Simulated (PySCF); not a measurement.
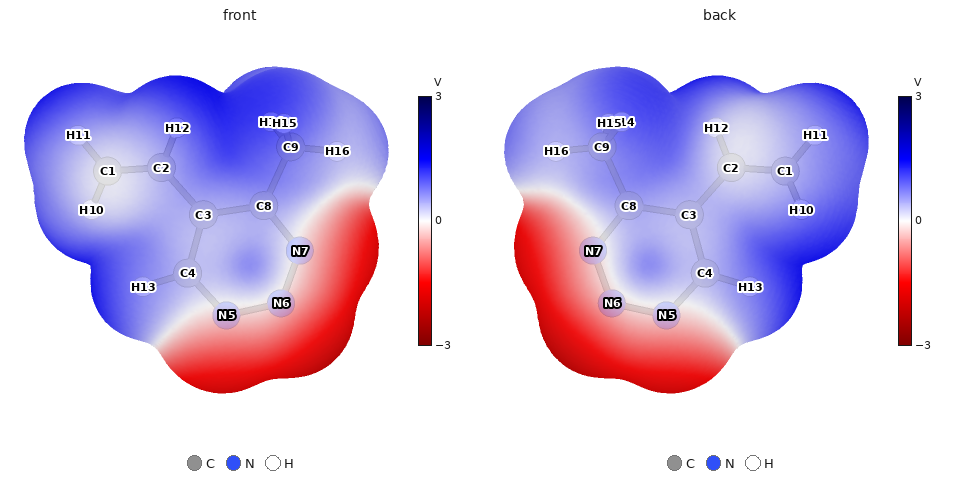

Figure 1: C$_{6}$H$_{7}$N$_{3}$. The molecular electrostatic potential painted on the density surface at 0.002 e/bohr³, seen from the front and from behind; the colour scale runs from red (negative) to blue (positive).

Geometry: GFN2-xTB.

Level of theory: PBE0/pcSseg-1, SCF density, gas phase, non-relativistic (PySCF 2.14.0).

```yaml
atoms:
  - { symbol: C, position_ang: [-1.6563, -1.9053, 0.0571] }
  - { symbol: C, position_ang: [-1.1638, -0.7121, 0.3649] }
  - { symbol: C, position_ang: [0.2185, -0.3220, 0.1331] }
  - { symbol: C, position_ang: [1.2804, -1.2287, 0.1584] }
  - { symbol: N, position_ang: [2.5301, -0.8550, -0.0597] }
  - { symbol: N, position_ang: [2.8089, 0.3882, -0.2655] }
  - { symbol: N, position_ang: [1.8974, 1.2991, -0.2931] }
  - { symbol: C, position_ang: [0.6131, 1.0051, -0.1236] }
  - { symbol: C, position_ang: [-0.3512, 2.1369, -0.2302] }
  - { symbol: H, position_ang: [-1.0572, -2.6667, -0.4139] }
  - { symbol: H, position_ang: [-2.6861, -2.1552, 0.2447] }
  - { symbol: H, position_ang: [-1.8010, 0.0452, 0.8012] }
  - { symbol: H, position_ang: [1.1303, -2.2781, 0.3718] }
  - { symbol: H, position_ang: [-1.1308, 1.9072, -0.9546] }
  - { symbol: H, position_ang: [-0.8230, 2.3189, 0.7352] }
  - { symbol: H, position_ang: [0.1832, 3.0316, -0.5372] }
```

> Where is the surface potential most negative and most positive?

The most negative region (about −2.1 V) lies over N6, the most positive (about +1.5 V) over H10, H12 and H13. N6 is the likeliest acceptor of a hydrogen bond.
